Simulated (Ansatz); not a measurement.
## What a change does: single-point calculation on AlBNH₄

System: AlBNH₄, multiplicity 2.
Method of run 1: UHF-CCSD(T), frozen core/def2-TZVPP (Ansatz 0.2.0).

The geometry comes from this level: PBE0-D4/def2-TZVP. Text and figures count atoms from 1; the logs count them from 0 in places.

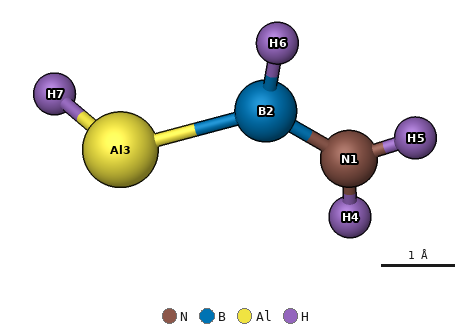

The input geometry (ball-and-stick view, seen at a tilt; atoms are numbered from 1 in the order of the input). Sticks mark near contacts. Bond lengths as drawn: Al–B 2.13 Å, Al–H 1.61 Å, B–H 1.21 Å, B–N 1.39 Å and H–N 1.01 Å.

The input, run 1:
```yaml
crystal:
  periodic: [false, false, false]
  atoms:
    - {symbol: N, position_ang: [-1.071706, 0.343595, -0.593949]}
    - {symbol: B, position_ang: [0.037553, 0.404519, 0.242240]}
    - {symbol: Al, position_ang: [1.853086, -0.692624, 0.064557]}
    - {symbol: H, position_ang: [-1.165427, -0.286114, -1.372272]}
    - {symbol: H, position_ang: [-1.877170, 0.936676, -0.471810]}
    - {symbol: H, position_ang: [-0.005499, 1.230781, 1.120278]}
    - {symbol: H, position_ang: [2.229153, -1.936833, 1.010967]}
basis:
  gaussian: {orbitals: def2-TZVPP}
magnetization: {spin_polarized: true, initial_magnetization: 1}
correlation: {method: ccsd_t}
scf: {omitted_lower_state_checks: [cluster_reference]}
```

Command:
```bash
ansatz run in.yaml --threads 2 --pin off --events-out ev --progress --plain --max-ram 4352MiB
```

Hardware: 2 threads of Arm Neoverse V2, 23 GiB of memory available, shared host.

Output (run 1):
```
Functional definition: HF
  exchange = exact_x
  correlation = 0
these checks for a lower state are left out or cut short: cluster_reference
944 factors; integrals over basis functions are off by at most 8.6e-4 eV
mean field evaluation 1: about -8796.4437 eV, gradient 2.5e1 eV
mean field evaluation 2: about -8796.4454 eV, gradient 2.5e1 eV
mean field evaluation 4: about -8800.0007 eV, gradient 2.8e0 eV
mean field evaluation 8: about -8800.1883 eV, gradient 2.7e-1 eV
mean field evaluation 16: about -8800.0423 eV, gradient 2.3e0 eV
mean field -8800.19324468 eV, -323.4011367567 hartree, gradient 1.7e-6 eV, S^2 0.767034; 3 other end points of the search recorded, 0 dependent functions left out
7 core orbitals not correlated: weight in the atoms' cores, before any rotation towards them, 1.000 or more for the frozen orbitals, at most 0.000 for the correlated occupied ones
reference -8800.19324468 eV, -323.4011367567 hartree; 8, 7 occupied and 145, 146 virtual orbitals, 944 factors
second order -10.15234185 eV of doubles, -0.00000000 eV of singles
cycle   1  -10.67892815 eV  change   -5.3e-1 eV  update   8.0e-2
cycle   2  -11.01221060 eV  change   -3.3e-1 eV  update   2.9e-2
cycle   3  -11.07956912 eV  change   -6.7e-2 eV  update   1.6e-2
cycle   4  -11.07322692 eV  change    6.3e-3 eV  update   6.6e-3
cycle   5  -11.07475334 eV  change   -1.5e-3 eV  update   3.0e-3
cycle   6  -11.07485997 eV  change   -1.1e-4 eV  update   1.4e-3
cycle   7  -11.07480281 eV  change    5.7e-5 eV  update   7.1e-4
cycle   8  -11.07511488 eV  change   -3.1e-4 eV  update   4.2e-4
cycle   9  -11.07512593 eV  change   -1.1e-5 eV  update   2.2e-4
cycle  10  -11.07503434 eV  change    9.2e-5 eV  update   1.3e-4
cycle  11  -11.07509207 eV  change   -5.8e-5 eV  update   8.3e-5
cycle  12  -11.07507050 eV  change    2.2e-5 eV  update   5.1e-5
cycle  13  -11.07509259 eV  change   -2.2e-5 eV  update   2.7e-5
cycle  14  -11.07508548 eV  change    7.1e-6 eV  update   1.5e-5
perturbative correction -0.42272716 eV, -0.0155349365 hartree
Total energy: -8811.69105732 eV, -323.8236735777 hartree
Checks for a lower state left out: cluster_reference
```

The input of run 2 differs as follows (lines with − go, lines with + come):
```diff
-    - {symbol: N, position_ang: [-1.071706, 0.343595, -0.593949]}
-    - {symbol: B, position_ang: [0.037553, 0.404519, 0.242240]}
-    - {symbol: Al, position_ang: [1.853086, -0.692624, 0.064557]}
-    - {symbol: H, position_ang: [-1.165427, -0.286114, -1.372272]}
-    - {symbol: H, position_ang: [-1.877170, 0.936676, -0.471810]}
-    - {symbol: H, position_ang: [-0.005499, 1.230781, 1.120278]}
-    - {symbol: H, position_ang: [2.229153, -1.936833, 1.010967]}
+    - {symbol: N, position_ang: [0.068481, -0.021029, -0.412528]}
+    - {symbol: B, position_ang: [-0.236100, 0.576291, 0.745976]}
+    - {symbol: Al, position_ang: [1.620361, -0.722654, 0.357249]}
+    - {symbol: H, position_ang: [-0.434124, -0.014360, -1.290274]}
+    - {symbol: H, position_ang: [2.974160, 0.051307, 0.085524]}
+    - {symbol: H, position_ang: [-1.005303, 1.263577, 1.331851]}
+    - {symbol: H, position_ang: [1.554994, -2.215009, 0.880915]}
```

What does this change do to the results?

With the same method and basis, run 2 lies 7.2 kcal/mol lower.

Output (run 2):
```
Functional definition: HF
  exchange = exact_x
  correlation = 0
these checks for a lower state are left out or cut short: cluster_reference
937 factors; integrals over basis functions are off by at most 1.3e-3 eV
mean field evaluation 1: about -8796.9091 eV, gradient 2.7e1 eV
mean field evaluation 2: about -8796.9119 eV, gradient 2.7e1 eV
mean field evaluation 4: about -8800.4053 eV, gradient 2.8e0 eV
mean field evaluation 8: about -8800.5043 eV, gradient 2.1e-1 eV
mean field evaluation 16: about -8797.0367 eV, gradient 3.1e0 eV
mean field -8800.50634574 eV, -323.4126430086 hartree, gradient 7.5e-6 eV, S^2 0.757209; 1 other end points of the search recorded, 0 dependent functions left out
7 core orbitals not correlated: weight in the atoms' cores, before any rotation towards them, 1.000 or more for the frozen orbitals, at most 0.000 for the correlated occupied ones
reference -8800.50634574 eV, -323.4126430086 hartree; 8, 7 occupied and 145, 146 virtual orbitals, 937 factors
second order -10.21365912 eV of doubles, -0.00000000 eV of singles
cycle   1  -10.65845254 eV  change   -4.4e-1 eV  update   8.1e-2
cycle   2  -10.99843379 eV  change   -3.4e-1 eV  update   2.7e-2
cycle   3  -11.07155991 eV  change   -7.3e-2 eV  update   1.4e-2
cycle   4  -11.06504045 eV  change    6.5e-3 eV  update   5.1e-3
cycle   5  -11.06621482 eV  change   -1.2e-3 eV  update   2.4e-3
cycle   6  -11.06603944 eV  change    1.8e-4 eV  update   8.2e-4
cycle   7  -11.06612356 eV  change   -8.4e-5 eV  update   2.9e-4
cycle   8  -11.06623402 eV  change   -1.1e-4 eV  update   1.1e-4
cycle   9  -11.06622398 eV  change    1.0e-5 eV  update   4.2e-5
cycle  10  -11.06621565 eV  change    8.3e-6 eV  update   1.7e-5
perturbative correction -0.42946479 eV, -0.0157825399 hartree
Total energy: -8812.00202619 eV, -323.8351014728 hartree
Checks for a lower state left out: cluster_reference
```

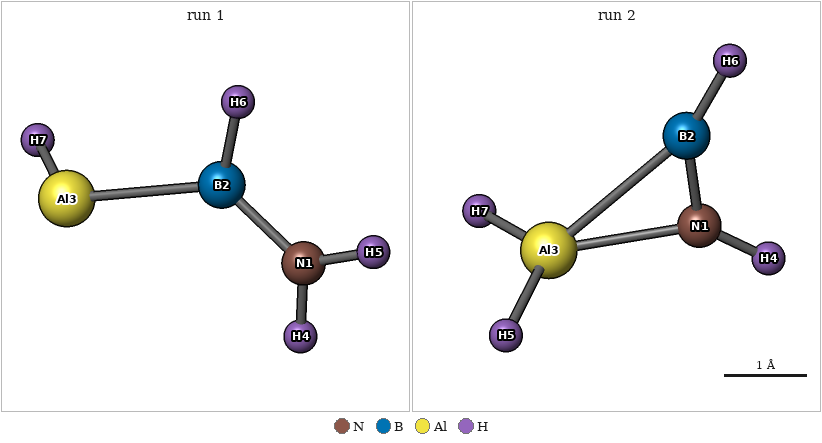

The two input geometries at one scale (ball-and-stick view, seen at a tilt). The largest move after the best rigid fit is that of H5, 3.56 Å. Largest moves by element: H 3.56 Å, Al 1.16 Å, B 0.91 Å, N 0.81 Å. Among the contacts that change: Al3–H5 4.106 → 1.583 Å, N1–H5 1.008 → 2.949 Å, N1–Al3 3.172 → 1.869 Å, B2–Al3 2.129 → 2.299 Å.

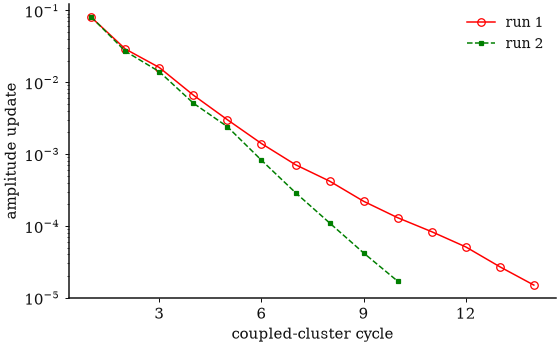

Convergence of the two runs: amplitude update against the coupled-cluster cycle. Run 1 takes 14 cycles in all, and run 2 takes 10.

The two runs side by side:

| quantity | run 1 | run 2 |
| --- | --- | --- |
| outcome | converged | converged |
| total energy (hartree) | −323.823674 | −323.835101 |
| ⟨S²⟩ | 0.767 | 0.757 |
| wall time (shared host) | 42 s | 38 s |
